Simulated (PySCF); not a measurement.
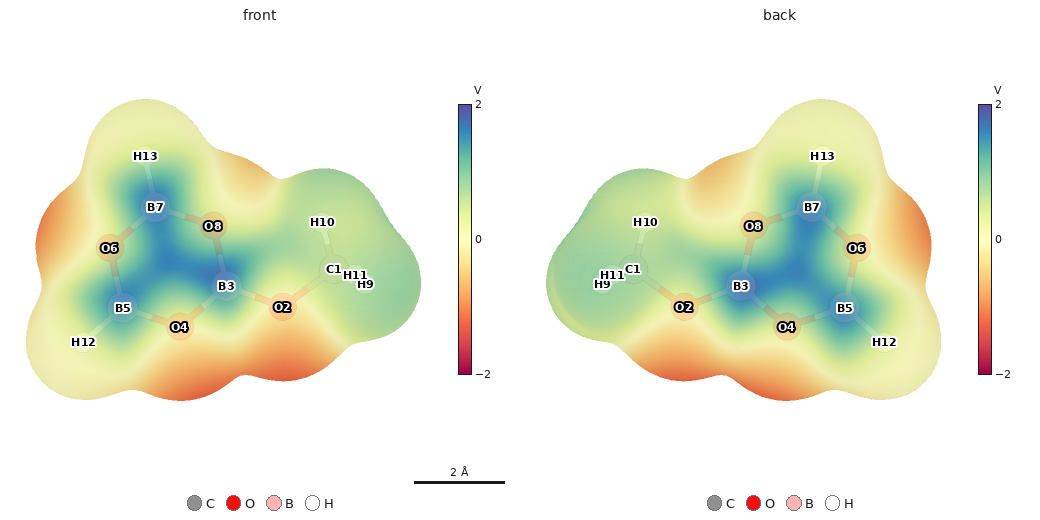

The picture shows: CH5B3O4 (SMILES COB1OBOBO1). The molecular electrostatic potential painted on the density surface at 0.002 e/bohr³, seen from the front and from behind; the colour scale runs from red (negative) to blue (positive).

Geometry: GFN2-xTB.

Method: PySCF 2.14.0, B3LYP/def2-SVPD, SCF density, gas phase.

```json
{"atom": "C", "x (Å)": "2.4649", "y (Å)": "0.1395", "z (Å)": "0.0872"}
{"atom": "O", "x (Å)": "1.4352", "y (Å)": "0.1538", "z (Å)": "-0.8832"}
{"atom": "B", "x (Å)": "0.1359", "y (Å)": "0.0463", "z (Å)": "-0.5753"}
{"atom": "O", "x (Å)": "-0.7795", "y (Å)": "0.0749", "z (Å)": "-1.5986"}
{"atom": "B", "x (Å)": "-2.1019", "y (Å)": "-0.0355", "z (Å)": "-1.3330"}
{"atom": "O", "x (Å)": "-2.5342", "y (Å)": "-0.1730", "z (Å)": "-0.0473"}
{"atom": "B", "x (Å)": "-1.6395", "y (Å)": "-0.2021", "z (Å)": "0.9768"}
{"atom": "O", "x (Å)": "-0.3119", "y (Å)": "-0.0968", "z (Å)": "0.7276"}
{"atom": "H", "x (Å)": "3.2588", "y (Å)": "-0.5115", "z (Å)": "-0.2820"}
{"atom": "H", "x (Å)": "2.0986", "y (Å)": "-0.2221", "z (Å)": "1.0490"}
{"atom": "H", "x (Å)": "2.8533", "y (Å)": "1.1536", "z (Å)": "0.2044"}
{"atom": "H", "x (Å)": "-2.8744", "y (Å)": "-0.0105", "z (Å)": "-2.2100"}
{"atom": "H", "x (Å)": "-2.0098", "y (Å)": "-0.3162", "z (Å)": "2.0805"}
```

Which sites attract a positive test charge, and which a negative one?

Answer. A positive charge is drawn to the negative regions and a negative charge to the positive ones. The most negative region (about −1.2 V) lies over O2 and O4, the most positive (about +1.7 V) over B3, B5 and B7.

What dipole moment does the calculation give?

Answer. Its dipole moment is 1.84 D.
